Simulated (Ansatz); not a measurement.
**Geometry relaxation, with input and output: Si16O (part 4 of 4)**

The same run, continued: Si16O (defect cell, 17 atoms in the cell); DFT PBEsol, scalar-relativistic, plane waves, PAW, PAW set soft_1, spin-polarised (Ansatz 0.2.0); cutoff 420 eV, 2×2×2 k-mesh, Fermi–Dirac smearing of 0.05 eV, collinear spins. It belongs to a series of runs on one base structure; here: end point B relaxed.

Geometry of the input (Å; fractional positions):
```
0.0000  5.4300  5.4300
5.4300  0.0000  5.4300
5.4300  5.4300  0.0000
Si 0.0000  0.0000  0.0000
Si 0.1250  0.1250  0.1250
Si -0.0000  0.0000  0.5000
Si 0.1250  0.1250  0.6250
Si -0.0000  0.5000  0.0000
Si 0.1250  0.6250  0.1250
Si -0.0000  0.5000  0.5000
Si 0.1250  0.6250  0.6250
Si 0.5000  -0.0000  0.0000
Si 0.6250  0.1250  0.1250
Si 0.5000  0.0000  0.5000
Si 0.6250  0.1250  0.6250
Si 0.5000  0.5000  0.0000
Si 0.6250  0.6250  0.1250
Si 0.5000  0.5000  0.5000
Si 0.6250  0.6250  0.6250
O  0.3711  0.8838  0.3759
```

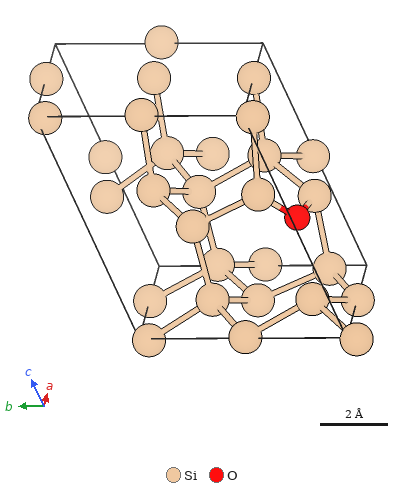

**Figure 1.** The geometry at step 20 of the log (ball-and-stick view of the cell of the calculation, seen at an oblique angle).

Trajectory as extended XYZ, continued
```
17
Lattice="0.0000 5.4300 5.4300 5.4300 0.0000 5.4300 5.4300 5.4300 0.0000" Properties=species:S:1:pos:R:3:forces:R:3 step=18 energy=-10503.35866
Si   -0.2517    0.1107    0.1393   -0.0359   0.0377  -0.0914
Si    1.3409    1.3899    1.2953    0.0740   0.0041   0.0090
Si    2.7866    2.4308   -0.2906   -0.1250   0.1613   0.1625
Si    4.0206    3.8069    1.1409   -0.2826   0.1422   0.1484
Si    2.6749    0.0189    2.6641    0.0150   0.0019   0.0055
Si    3.9331    1.4302    4.0583    0.0255  -0.0169   0.0477
Si    5.3438    2.7770    2.7346   -0.0315  -0.0409  -0.0585
Si    6.8468    4.0167    4.0353   -0.0223   0.0153   0.0390
Si    0.0064    2.7399    2.6953    0.0240   0.0316  -0.1328
Si    1.0858    4.1527    4.2618    0.0498   0.1023   0.0827
Si    2.3282    5.5447    2.8716    0.1871  -0.4182  -0.2972
Si    4.1858    6.5379    3.8298    0.0469  -0.0053   0.0197
Si    2.6158    2.8079    5.4409   -0.0294  -0.0038  -0.0280
Si    4.0620    4.0893    6.7726    0.0144   0.0262   0.0032
Si    5.4870    5.3732    5.4075   -0.0030  -0.1202   0.0394
Si    6.6664    6.8932    6.7752   -0.0276   0.1414   0.0614
O     8.0077    4.2362    7.2820    0.1208  -0.0583  -0.0103
17
Lattice="0.0000 5.4300 5.4300 5.4300 0.0000 5.4300 5.4300 5.4300 0.0000" Properties=species:S:1:pos:R:3:forces:R:3 step=20 energy=-10503.38541
Si   -0.2974    0.1674    0.1409   -0.0061   0.0043  -0.0041
Si    1.3272    1.4153    1.2994    0.0064   0.0040   0.0041
Si    2.7560    2.4707   -0.2867   -0.0016  -0.0004  -0.0025
Si    4.0386    3.8063    1.1280   -0.0032   0.0051  -0.0050
Si    2.6649    0.0397    2.6589   -0.0030  -0.0010   0.0012
Si    3.9282    1.4738    4.0251    0.0004   0.0014  -0.0008
Si    5.3944    2.7374    2.6725    0.0059   0.0003   0.0079
Si    6.8250    4.0263    4.0093   -0.0030   0.0035   0.0012
Si   -0.0114    2.7605    2.6964    0.0034  -0.0030  -0.0026
Si    1.0450    4.1900    4.2807   -0.0010  -0.0036   0.0121
Si    2.3726    5.4824    2.8689    0.0083  -0.0016  -0.0074
Si    4.1724    6.5635    3.8542   -0.0068   0.0018   0.0058
Si    2.5986    2.8296    5.4176   -0.0074  -0.0020  -0.0051
Si    4.0408    4.0976    6.7696    0.0015   0.0064  -0.0040
Si    5.4756    5.3611    5.4040    0.0027  -0.0030   0.0012
Si    6.7312    6.8375    6.7540   -0.0009   0.0005   0.0055
O     8.0783    4.0970    7.4213    0.0042  -0.0126  -0.0076
```

Key numbers

| quantity | value |
| --- | --- |
| outcome | converged |
| electrons treated | 70 |
| free energy | −10503.3854 eV |
| Fermi energy | 6.510 eV |
| net moment of the cell | 0.00 μB |
| integrated absolute moment | 0.00 μB |
| final volume | 320.21 Å³ |
| largest force (length of the vector) at the end | 0.015 eV/Å |
| hardware | 2 threads of Arm Neoverse V2, 24 GiB of memory available, shared host |
| wall time | 3 min (CPU time 5.8 min) |
| peak memory | 0.7 GiB |

Notes

The program warns: the PAW datasets were made with another functional; some starting moments were not kept. The k-point mesh is coarse for a cell of this size, so the results may not be converged.
